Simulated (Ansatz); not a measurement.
# C2H9NOSi: a ladder of functionals and wavefunction methods, part 1 of 2

How much do the methods differ for C2H9NOSi? The plan is to run it at one geometry with functionals of several rungs and with coupled cluster. The yardstick is the atomisation energy at the CCSD(T) limit.

Computed with Ansatz 0.2.0, Gaussian basis. Level: functionals in def2-TZVPP, the program's frozen cores in correlated methods.

Plan: LDA (SPW92), PBE-D4, revPBE-D4, BLYP-D4, r2SCAN-D4, B97M-V, PBE0-D4, B3LYP-D4, r2SCANh-D4, r2SCAN0-D4, HSE06-D4, BHLYP-D4, CAM-B3LYP-D4, LC-ωPBE, ωB97X-V, ωB97M-V, B2PLYP, PBE-QIDH; CCSD(T)/def2-SVP; CCSD(T)/def2-TZVPP; MP2/def2-QZVPP; extrapolation to the limit; RPA on PBE.

## 1. Structure used throughout

An earlier PBE0-D4 in a triple-zeta def2 set relaxation fixed the geometry.

SMILES `C[SiH2]C(N)O`, 14 atoms, charge 0, spin multiplicity 1.

Atoms are counted from 1 here; the program's logs count them from 0.

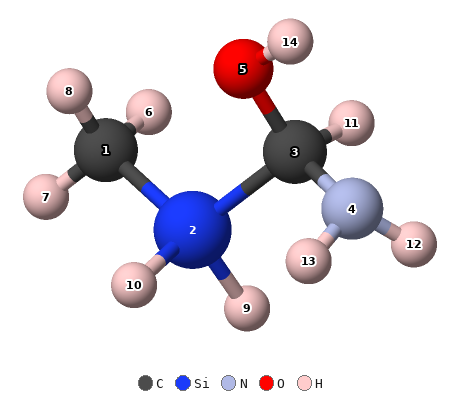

The structure; carbon dark grey, silicon blue, nitrogen light blue, oxygen red, hydrogen pink; atoms are numbered from 1 in the order of the file.

As a file:

```xyz
14
charge 0, multiplicity 1
C    -0.52268    2.05415    0.61145
Si    0.24804    0.36836    0.82618
C    -0.20805   -0.85200   -0.56356
N     0.54537   -2.08991   -0.54524
O     0.02004   -0.17159   -1.78313
H    -1.61296    1.99002    0.64067
H    -0.20154    2.74036    1.39840
H    -0.23279    2.47177   -0.35486
H    -0.17829   -0.25521    2.11369
H     1.73794    0.45223    0.83534
H    -1.26877   -1.13634   -0.47891
H     0.11253   -2.79159    0.03886
H     1.50309   -1.95813   -0.24259
H     0.04507   -0.85122   -2.46761
```

## 2. LDA

This LDA is Slater exchange with PW92 correlation.

The input, in.yaml:

```yaml
crystal:
  periodic: [false, false, false]
  atoms:
    - {symbol: C, position_ang: [-0.522685, 2.054151, 0.611449]}
    - {symbol: Si, position_ang: [0.248042, 0.368360, 0.826185]}
    - {symbol: C, position_ang: [-0.208047, -0.851998, -0.563559]}
    - {symbol: N, position_ang: [0.545370, -2.089907, -0.545236]}
    - {symbol: O, position_ang: [0.020038, -0.171589, -1.783126]}
    - {symbol: H, position_ang: [-1.612959, 1.990019, 0.640666]}
    - {symbol: H, position_ang: [-0.201536, 2.740355, 1.398405]}
    - {symbol: H, position_ang: [-0.232787, 2.471768, -0.354865]}
    - {symbol: H, position_ang: [-0.178289, -0.255207, 2.113690]}
    - {symbol: H, position_ang: [1.737938, 0.452232, 0.835341]}
    - {symbol: H, position_ang: [-1.268772, -1.136345, -0.478910]}
    - {symbol: H, position_ang: [0.112526, -2.791591, 0.038859]}
    - {symbol: H, position_ang: [1.503092, -1.958130, -0.242591]}
    - {symbol: H, position_ang: [0.045068, -0.851220, -2.467606]}
basis:
  gaussian: {orbitals: def2-TZVPP}
hamiltonian: {xc: lda}
output: {orbitals: {seedname: orbitals}}
```

Run with:

```sh
$ ansatz run in.yaml --threads 4 --pin off --events-out ev --progress --plain --max-ram 10444MiB
```

The log of the run:

```text
Functional definition: SPW92
  name "SPW92"
  cite "Dirac, Proc. Camb. Phil. Soc. 26, 376 (1930) doi:10.1017/S0305004100016108"
  cite "Slater, Phys. Rev. 81, 385 (1951) doi:10.1103/PhysRev.81.385"
  cite "Perdew & Wang, Phys. Rev. B 45, 13244 (1992) doi:10.1103/PhysRevB.45.13244"
  exchange = slater_x
  correlation = pw_c
1485 factors; their error is unknown
mean field evaluation 1: about -13538.9174 eV, gradient 9.8e1 eV
mean field evaluation 2: about -13487.9482 eV, gradient 1.7e2 eV
mean field evaluation 4: about -13558.0782 eV, gradient 1.7e1 eV
mean field evaluation 8: about -13558.6720 eV, gradient 7.8e-2 eV
mean field evaluation 16: about -13558.6332 eV, gradient 1.9e-4 eV
mean field -13558.63318986 eV, -498.2705793556 hartree, gradient 5.3e-5 eV, S^2 0.000000; 0 other end points of the search recorded, 0 dependent functions left out
reference -13558.63323200 eV, -498.2705809045 hartree; 25, 25 occupied and 267, 267 virtual orbitals, 1485 factors
Total energy: -13558.63323200 eV, -498.2705809045 hartree
```

It took 1.4 s on 4 threads of Arm Neoverse V2, shared host.

With the free atoms at this level, -13499.360 eV in sum, the atomisation energy is 5719.0 kJ/mol. HOMO -5.58 eV, LUMO -0.32 eV.

## 3. PBE-D4 (GGA)

in.yaml: that of step 2 with these lines changed.

```diff
@@ -19,3 +19,3 @@
   gaussian: {orbitals: def2-TZVPP}
-hamiltonian: {xc: lda}
-output: {orbitals: {seedname: orbitals}}
+hamiltonian: {xc: pbe, dispersion: d4}
+output: {forces: true, orbitals: {seedname: orbitals}}
```

Launched as before.

The log of the run, shortened:

```text
Functional definition: PBE
  name "PBE"
  cite "Perdew, Burke & Ernzerhof, Phys. Rev. Lett. 77, 3865 (1996) doi:10.1103/PhysRevLett.77.3865"
  parent pbe
[...]
1485 factors; their error is unknown
[...]
mean field -13626.90445467 eV, -500.7795020615 hartree, gradient 1.4e-5 eV, S^2 0.000000; 0 other end points of the search recorded, 0 dependent functions left out
[...]
reference -13626.90449979 eV, -500.7795037197 hartree; 25, 25 occupied and 267, 267 virtual orbitals, 1485 factors
Total energy: -13627.17690649 eV, -500.7895144813 hartree
Atom 0 at    -0.522685     2.054151     0.611449 Å, force     0.020302    -0.006003     0.024332 eV/Å
Atom 1 at     0.248042     0.368360     0.826185 Å, force    -0.000359     0.021884     0.045042 eV/Å
Atom 2 at    -0.208047    -0.851998    -0.563559 Å, force    -0.074074    -0.027518     0.218121 eV/Å
[...]
Atom 4 at     0.020038    -0.171589    -1.783126 Å, force     0.083182     0.664145    -0.138912 eV/Å
Atom 5 at    -1.612959     1.990019     0.640666 Å, force    -0.205643    -0.006660     0.005701 eV/Å
Atom 6 at    -0.201536     2.740355     1.398405 Å, force     0.051604     0.144203     0.144413 eV/Å
Atom 7 at    -0.232787     2.471768    -0.354865 Å, force     0.051935     0.082555    -0.181259 eV/Å
Atom 8 at    -0.178289    -0.255207     2.113690 Å, force    -0.040168    -0.064667     0.127424 eV/Å
Atom 9 at     1.737938     0.452232     0.835341 Å, force     0.155108    -0.001098    -0.001924 eV/Å
Atom 10 at    -1.268772    -1.136345    -0.478910 Å, force    -0.248020    -0.087299     0.064357 eV/Å
Atom 11 at     0.112526    -2.791591     0.038859 Å, force    -0.141416    -0.263900     0.202410 eV/Å
Atom 12 at     1.503092    -1.958130    -0.242591 Å, force     0.340863     0.035490     0.114963 eV/Å
Atom 13 at     0.045068    -0.851220    -2.467606 Å, force     0.011605    -0.349133    -0.350698 eV/Å
Dipole moment:    -0.100857    -0.207223     0.132500 e Å
```

Wall time 2.6 s (4 threads of Arm Neoverse V2, shared host).

With the free atoms at this level, -13574.487 eV in sum, the atomisation energy is 5083.8 kJ/mol. HOMO -5.44 eV, LUMO -0.11 eV.

## 4. revPBE-D4 (GGA)

in.yaml: that of step 3 with these lines changed.

```diff
@@ -19,3 +19,3 @@
   gaussian: {orbitals: def2-TZVPP}
-hamiltonian: {xc: pbe, dispersion: d4}
-output: {forces: true, orbitals: {seedname: orbitals}}
+hamiltonian: {xc: {name: revPBE}, dispersion: d4}
+output: {orbitals: {seedname: orbitals}}
```

Launched as before.

The log of the run:

```text
Functional definition: revPBE
  name "revPBE"
  cite "Zhang & Yang, Phys. Rev. Lett. 80, 890 (1998) doi:10.1103/PhysRevLett.80.890"
  cite "Perdew, Burke & Ernzerhof, Phys. Rev. Lett. 77, 3865 (1996) doi:10.1103/PhysRevLett.77.3865"
  parameter kappa = 1.245
  parameter beta = 0.06672455060314922
  exchange = pbe_x(kappa = kappa, mu = beta*pi^2/3)
  correlation = pbe_c(beta = beta)
1485 factors; their error is unknown
mean field evaluation 1: about -13617.1242 eV, gradient 9.3e1 eV
mean field evaluation 2: about -13572.9995 eV, gradient 1.6e2 eV
mean field evaluation 4: about -13634.2117 eV, gradient 1.5e1 eV
mean field evaluation 8: about -13634.6597 eV, gradient 6.8e-2 eV
mean field evaluation 16: about -13634.6182 eV, gradient 1.6e-4 eV
mean field -13634.61819681 eV, -501.0629768565 hartree, gradient 5.5e-5 eV, S^2 0.000000; 0 other end points of the search recorded, 0 dependent functions left out
reference -13634.61825315 eV, -501.0629789270 hartree; 25, 25 occupied and 267, 267 virtual orbitals, 1485 factors
Total energy: -13635.48678518 eV, -501.0948968906 hartree
```

Wall time 2.1 s (4 threads of Arm Neoverse V2, shared host).

Atomisation energy: 4968.2 kJ/mol (free atoms -13583.995 eV, run apart). HOMO -5.38 eV, LUMO 0.00 eV.

## 5. BLYP-D4 (GGA)

in.yaml: that of step 4 with these lines changed.

```diff
@@ -19,3 +19,3 @@
   gaussian: {orbitals: def2-TZVPP}
-hamiltonian: {xc: {name: revPBE}, dispersion: d4}
+hamiltonian: {xc: {name: BLYP}, dispersion: d4}
 output: {orbitals: {seedname: orbitals}}
```

The command is unchanged.

The log of the run:

```text
Functional definition: BLYP
  name "BLYP"
  cite "Becke, Phys. Rev. A 38, 3098 (1988) doi:10.1103/PhysRevA.38.3098"
  cite "Lee, Yang & Parr, Phys. Rev. B 37, 785 (1988) doi:10.1103/PhysRevB.37.785"
  parameter beta = 0.0042
  parameter a = 0.04918
  parameter b = 0.132
  parameter c = 0.2533
  parameter d = 0.349
  exchange = b88_x(beta = beta)
  correlation = lyp_c(a = a, b = b, c = c, d = d)
1485 factors; their error is unknown
mean field evaluation 1: about -13615.1341 eV, gradient 1.0e2 eV
mean field evaluation 2: about -13555.1769 eV, gradient 1.8e2 eV
mean field evaluation 4: about -13635.0833 eV, gradient 1.9e1 eV
mean field evaluation 8: about -13635.8041 eV, gradient 7.8e-2 eV
mean field evaluation 16: about -13635.7621 eV, gradient 1.5e-4 eV
mean field -13635.76209799 eV, -501.1050144498 hartree, gradient 6.0e-5 eV, S^2 0.000000; 0 other end points of the search recorded, 0 dependent functions left out
reference -13635.76249179 eV, -501.1050289216 hartree; 25, 25 occupied and 267, 267 virtual orbitals, 1485 factors
Total energy: -13636.36329930 eV, -501.1271081902 hartree
```

It took 2.1 s on 4 threads of Arm Neoverse V2, shared host.

With the free atoms at this level, -13584.551 eV in sum, the atomisation energy is 4999.1 kJ/mol. HOMO -5.36 eV, LUMO -0.08 eV.

## 6. r2SCAN-D4 (meta-GGA)

in.yaml: that of step 5 with these lines changed.

```diff
@@ -19,3 +19,3 @@
   gaussian: {orbitals: def2-TZVPP}
-hamiltonian: {xc: {name: BLYP}, dispersion: d4}
-output: {orbitals: {seedname: orbitals}}
+hamiltonian: {xc: r2scan, dispersion: d4}
+output: {forces: true, orbitals: {seedname: orbitals}}
```

Same command.

The log of the run, shortened:

```text
Functional definition: r2SCAN
  name "r2SCAN"
  cite "Furness, Kaplan, Ning, Perdew & Sun, J. Phys. Chem. Lett. 11, 8208 (2020) doi:10.1021/acs.jpclett.0c02405"
  cite "Furness, Kaplan, Ning, Perdew & Sun, J. Phys. Chem. Lett. 11, 9248 (2020) doi:10.1021/acs.jpclett.0c03077"
  parent r2scan
[...]
1485 factors; their error is unknown
[...]
mean field -13634.17742803 eV, -501.0467789028 hartree, gradient 4.1e-5 eV, S^2 0.000000; 0 other end points of the search recorded, 0 dependent functions left out
[...]
reference -13634.17744168 eV, -501.0467794044 hartree; 25, 25 occupied and 267, 267 virtual orbitals, 1485 factors
Total energy: -13634.24713988 eV, -501.0493407658 hartree
Atom 0 at    -0.522685     2.054151     0.611449 Å, force     0.008477    -0.002405     0.001129 eV/Å
Atom 1 at     0.248042     0.368360     0.826185 Å, force     0.022885     0.017037     0.040642 eV/Å
[...]
Atom 4 at     0.020038    -0.171589    -1.783126 Å, force     0.076356     0.232766    -0.254566 eV/Å
Atom 5 at    -1.612959     1.990019     0.640666 Å, force     0.019493     0.013689    -0.003096 eV/Å
Atom 6 at    -0.201536     2.740355     1.398405 Å, force    -0.017932     0.001548    -0.022206 eV/Å
Atom 7 at    -0.232787     2.471768    -0.354865 Å, force    -0.012245     0.002154     0.023108 eV/Å
Atom 8 at    -0.178289    -0.255207     2.113690 Å, force     0.008181     0.005444    -0.022792 eV/Å
Atom 9 at     1.737938     0.452232     0.835341 Å, force    -0.022655    -0.006079    -0.007168 eV/Å
Atom 10 at    -1.268772    -1.136345    -0.478910 Å, force    -0.032468    -0.034428     0.000385 eV/Å
Atom 11 at     0.112526    -2.791591     0.038859 Å, force    -0.000233    -0.018686     0.036657 eV/Å
Atom 12 at     1.503092    -1.958130    -0.242591 Å, force     0.026125     0.002136     0.029425 eV/Å
Atom 13 at     0.045068    -0.851220    -2.467606 Å, force    -0.006829    -0.043834    -0.049268 eV/Å
Dipole moment:    -0.103879    -0.204048     0.142588 e Å
```

Run time: 5.5 s. Hardware: 4 threads of Arm Neoverse V2, shared host.

Atomisation energy: 4997.0 kJ/mol (free atoms -13582.457 eV, run apart). HOMO -5.70 eV, LUMO 0.45 eV.

## 7. B97M-V (meta-GGA)

in.yaml: that of step 6 with these lines changed.

```diff
@@ -19,3 +19,3 @@
   gaussian: {orbitals: def2-TZVPP}
-hamiltonian: {xc: r2scan, dispersion: d4}
-output: {forces: true, orbitals: {seedname: orbitals}}
+hamiltonian: {xc: {name: B97M-V}}
+output: {orbitals: {seedname: orbitals}}
```

Launched as before.

The log of the run, shortened:

```text
Functional definition: B97M-V
  name "B97M-V"
  cite "Mardirossian & Head-Gordon, J. Chem. Phys. 142, 074111 (2015) doi:10.1063/1.4907719"
  cite "Becke, J. Chem. Phys. 107, 8554 (1997) doi:10.1063/1.475007"
  cite "Vydrov & Van Voorhis, J. Chem. Phys. 133, 244103 (2010) doi:10.1063/1.3521275"
  # Of w^i u^j: cxij and so on, Table III.
[...]
  gx(w, u) = cx00 + cx01*u + cx02*u^2 + (cx10 + cx11*u)*w
  gss(w, u) = css00 + css02*u^2 + css10*w + (css32*w^3 + css42*w^4)*u^2
  gos(w, u) = cos00 + cos01*u + cos03*u^3 + cos10*w + cos32*w^3*u^2
[...]
      + integral(e_c_pw_mod_opposite_spin*gos(b97_w_opposite, b97_u_opposite)) + vv10(b, c)
1485 factors; their error is unknown
[...]
mean field -13635.23890427 eV, -501.0857874351 hartree, gradient 4.3e-5 eV, S^2 0.000000; 0 other end points of the search recorded, 0 dependent functions left out
reference -13635.23897197 eV, -501.0857899231 hartree; 25, 25 occupied and 267, 267 virtual orbitals, 1485 factors
Total energy: -13635.23897197 eV, -501.0857899231 hartree
```

Wall time 10 s (4 threads of Arm Neoverse V2, shared host).

Atomisation energy: 4999.2 kJ/mol (free atoms -13583.426 eV, run apart). HOMO -5.86 eV, LUMO 0.06 eV.

## 8. PBE0-D4 (hybrid)

in.yaml: that of step 7 with these lines changed.

```diff
@@ -19,3 +19,3 @@
   gaussian: {orbitals: def2-TZVPP}
-hamiltonian: {xc: {name: B97M-V}}
+hamiltonian: {xc: pbe0, dispersion: d4}
 output: {orbitals: {seedname: orbitals}}
```

Its log isn't repeated here (it stands with the study of this molecule's fields); it ends on a total energy of -13628.430943 eV.

Atomisation energy: 4998.0 kJ/mol (free atoms -13576.631 eV, run apart). HOMO -6.82 eV, LUMO 0.71 eV.

## 9. B3LYP-D4 (hybrid)

B3LYP here takes the VWN-RPA correlation.

in.yaml: that of step 8 with these lines changed.

```diff
@@ -19,3 +19,3 @@
   gaussian: {orbitals: def2-TZVPP}
-hamiltonian: {xc: pbe0, dispersion: d4}
-output: {orbitals: {seedname: orbitals}}
+hamiltonian: {xc: {name: B3LYP}, dispersion: d4}
+output: {forces: true, orbitals: {seedname: orbitals}}
```

Same command.

The log of the run, shortened:

```text
Functional definition: B3LYP
  name "B3LYP"
  cite "Stephens, Devlin, Chabalowski & Frisch, J. Phys. Chem. 98, 11623 (1994) doi:10.1021/j100096a001"
  cite "Becke, Phys. Rev. A 38, 3098 (1988) doi:10.1103/PhysRevA.38.3098"
  cite "Lee, Yang & Parr, Phys. Rev. B 37, 785 (1988) doi:10.1103/PhysRevB.37.785"
  cite "Vosko, Wilk & Nusair, Can. J. Phys. 58, 1200 (1980) doi:10.1139/p80-159"
[...]
1488 factors; their error is unknown
[...]
mean field -13638.96365166 eV, -501.2226693769 hartree, gradient 4.8e-5 eV, S^2 0.000000; 0 other end points of the search recorded, 0 dependent functions left out
[...]
reference -13638.96394203 eV, -501.2226800478 hartree; 25, 25 occupied and 267, 267 virtual orbitals, 1488 factors
Total energy: -13639.39917725 eV, -501.2386746473 hartree
Atom 0 at    -0.522685     2.054151     0.611449 Å, force    -0.036501     0.088779    -0.021993 eV/Å
[...]
Atom 4 at     0.020038    -0.171589    -1.783126 Å, force     0.036122     0.122816    -0.294763 eV/Å
Atom 5 at    -1.612959     1.990019     0.640666 Å, force     0.045982     0.020400    -0.003820 eV/Å
Atom 6 at    -0.201536     2.740355     1.398405 Å, force    -0.025370    -0.017469    -0.041412 eV/Å
Atom 7 at    -0.232787     2.471768    -0.354865 Å, force    -0.025433    -0.003238     0.053541 eV/Å
Atom 8 at    -0.178289    -0.255207     2.113690 Å, force     0.024674     0.039845    -0.077351 eV/Å
Atom 9 at     1.737938     0.452232     0.835341 Å, force    -0.091839    -0.004554     0.000694 eV/Å
Atom 10 at    -1.268772    -1.136345    -0.478910 Å, force     0.054212     0.012103    -0.010371 eV/Å
Atom 11 at     0.112526    -2.791591     0.038859 Å, force     0.015750    -0.024979    -0.008638 eV/Å
Atom 12 at     1.503092    -1.958130    -0.242591 Å, force     0.008418    -0.036003    -0.008098 eV/Å
Atom 13 at     0.045068    -0.851220    -2.467606 Å, force     0.010441     0.033095    -0.074127 eV/Å
Dipole moment:    -0.104177    -0.207052     0.158967 e Å
```

It took 5.5 s on 4 threads of Arm Neoverse V2, shared host; peak memory 0.89 GiB.

With the free atoms at this level, -13587.480 eV in sum, the atomisation energy is 5009.4 kJ/mol. HOMO -6.62 eV, LUMO 0.41 eV.

## 10. r2SCANh-D4 (hybrid)

in.yaml: that of step 9 with these lines changed.

```diff
@@ -19,3 +19,3 @@
   gaussian: {orbitals: def2-TZVPP}
-hamiltonian: {xc: {name: B3LYP}, dispersion: d4}
-output: {forces: true, orbitals: {seedname: orbitals}}
+hamiltonian: {xc: {name: r2SCANh}, dispersion: d4}
+output: {orbitals: {seedname: orbitals}}
```

Same command.

The log of the run, shortened:

```text
Functional definition: r2SCANh
  name "r2SCANh"
  cite "Bursch, Neugebauer, Ehlert & Grimme, J. Chem. Phys. 156, 134105 (2022) doi:10.1063/5.0086040"
  cite "Furness, Kaplan, Ning, Perdew & Sun, J. Phys. Chem. Lett. 11, 8208 (2020) doi:10.1021/acs.jpclett.0c02405"
  cite "Furness, Kaplan, Ning, Perdew & Sun, J. Phys. Chem. Lett. 11, 9248 (2020) doi:10.1021/acs.jpclett.0c03077"
  parent r2scan
[...]
1485 factors; their error is unknown
[...]
mean field -13633.85444368 eV, -501.0349094469 hartree, gradient 1.8e-5 eV, S^2 0.000000; 0 other end points of the search recorded, 0 dependent functions left out
reference -13633.85445620 eV, -501.0349099067 hartree; 25, 25 occupied and 267, 267 virtual orbitals, 1485 factors
Total energy: -13633.92772512 eV, -501.0376024901 hartree
```

Wall time 6 s (4 threads of Arm Neoverse V2, shared host); peak memory 0.75 GiB.

Atomisation energy: 4968.3 kJ/mol (free atoms -13582.435 eV, run apart). HOMO -6.22 eV, LUMO 0.71 eV.

## 11. r2SCAN0-D4 (hybrid)

in.yaml: that of step 10 with these lines changed.

```diff
@@ -19,3 +19,3 @@
   gaussian: {orbitals: def2-TZVPP}
-hamiltonian: {xc: {name: r2SCANh}, dispersion: d4}
+hamiltonian: {xc: {name: r2SCAN0}, dispersion: d4}
 output: {orbitals: {seedname: orbitals}}
```

The command is unchanged.

The log of the run, shortened:

```text
Functional definition: r2SCAN0
  name "r2SCAN0"
  cite "Bursch, Neugebauer, Ehlert & Grimme, J. Chem. Phys. 156, 134105 (2022) doi:10.1063/5.0086040"
  cite "Furness, Kaplan, Ning, Perdew & Sun, J. Phys. Chem. Lett. 11, 8208 (2020) doi:10.1021/acs.jpclett.0c02405"
  cite "Furness, Kaplan, Ning, Perdew & Sun, J. Phys. Chem. Lett. 11, 9248 (2020) doi:10.1021/acs.jpclett.0c03077"
  parent r2scan
[...]
1488 factors; their error is unknown
[...]
mean field -13633.40218470 eV, -501.0182892357 hartree, gradient 5.4e-5 eV, S^2 0.000000; 0 other end points of the search recorded, 0 dependent functions left out
reference -13633.40219551 eV, -501.0182896332 hartree; 25, 25 occupied and 267, 267 virtual orbitals, 1488 factors
Total energy: -13633.48272254 eV, -501.0212489467 hartree
```

Wall time 6 s (4 threads of Arm Neoverse V2, shared host); peak memory 0.77 GiB.

With the free atoms at this level, -13582.414 eV in sum, the atomisation energy is 4927.4 kJ/mol. HOMO -7.00 eV, LUMO 1.07 eV.

## 12. HSE06-D4 (hybrid)

HSE06 is the plane-wave form, built on full-range PBE exchange.

in.yaml: that of step 11 with these lines changed.

```diff
@@ -19,3 +19,3 @@
   gaussian: {orbitals: def2-TZVPP}
-hamiltonian: {xc: {name: r2SCAN0}, dispersion: d4}
+hamiltonian: {xc: hse06, dispersion: d4}
 output: {orbitals: {seedname: orbitals}}
```

Same command.

The log of the run, shortened:

```text
Functional definition: HSE06
  name "HSE06"
  cite "Heyd, Scuseria & Ernzerhof, J. Chem. Phys. 118, 8207 (2003) doi:10.1063/1.1564060"
  cite "Krukau, Vydrov, Izmaylov & Scuseria, J. Chem. Phys. 125, 224106 (2006) doi:10.1063/1.2404663"
  cite "Heyd & Scuseria, J. Chem. Phys. 120, 7274 (2004) doi:10.1063/1.1668634"
  cite "Ernzerhof & Perdew, J. Chem. Phys. 109, 3313 (1998) doi:10.1063/1.476928"
  cite "Perdew, Burke & Ernzerhof, Phys. Rev. Lett. 77, 3865 (1996) doi:10.1103/PhysRevLett.77.3865"
  parent pbe
[...]
  # The whole range is PBE's own exchange, as in plane waves. The composition of these papers is wPBEh.
[...]
1488 factors; their error is unknown
128 factors; integrals over basis functions are off by at most 3.7e-7 eV
[...]
mean field -13627.70949785 eV, -500.8090868527 hartree, gradient 2.7e-5 eV, S^2 0.000000; 0 other end points of the search recorded, 0 dependent functions left out
reference -13627.70954275 eV, -500.8090885027 hartree; 25, 25 occupied and 267, 267 virtual orbitals, 1488 factors
Total energy: -13627.92256693 eV, -500.8169169970 hartree
```

Run time: 3.7 s. Hardware: 4 threads of Arm Neoverse V2, shared host; peak memory 0.8 GiB.

Atomisation energy: 5001.6 kJ/mol (free atoms -13576.085 eV, run apart). HOMO -6.41 eV, LUMO 0.34 eV.

## 13. BHLYP-D4 (hybrid)

in.yaml: that of step 12 with these lines changed.

```diff
@@ -19,3 +19,3 @@
   gaussian: {orbitals: def2-TZVPP}
-hamiltonian: {xc: hse06, dispersion: d4}
+hamiltonian: {xc: {name: BHLYP}, dispersion: d4}
 output: {orbitals: {seedname: orbitals}}
```

Launched as before.

The log of the run:

```text
Functional definition: BHLYP
  name "BHLYP"
  cite "Becke, J. Chem. Phys. 98, 1372 (1993) doi:10.1063/1.464304"
  cite "Becke, Phys. Rev. A 38, 3098 (1988) doi:10.1103/PhysRevA.38.3098"
  cite "Lee, Yang & Parr, Phys. Rev. B 37, 785 (1988) doi:10.1103/PhysRevB.37.785"
  parameter a = 0.5
  exchange = (1 - a)*b88_x + a*exact_x
  correlation = lyp_c
1629 factors; their error is unknown
mean field evaluation 1: about -13626.4632 eV, gradient 6.5e1 eV
mean field evaluation 2: about -13626.7204 eV, gradient 6.4e1 eV
mean field evaluation 4: about -13634.7083 eV, gradient 2.6e0 eV
mean field evaluation 8: about -13634.7201 eV, gradient 3.4e-2 eV
mean field evaluation 16: about -13634.7869 eV, gradient 6.0e-5 eV
mean field -13634.78694277 eV, -501.0691781563 hartree, gradient 6.0e-5 eV, S^2 0.000000; 0 other end points of the search recorded, 0 dependent functions left out
reference -13634.78713910 eV, -501.0691853712 hartree; 25, 25 occupied and 267, 267 virtual orbitals, 1629 factors
Total energy: -13635.10467762 eV, -501.0808546966 hartree
```

Run time: 3.4 s. Hardware: 4 threads of Arm Neoverse V2, shared host; peak memory 0.77 GiB.

Atomisation energy: 4866.3 kJ/mol (free atoms -13584.669 eV, run apart). HOMO -8.15 eV, LUMO 1.38 eV.

(Continued in part 2 of 2.)
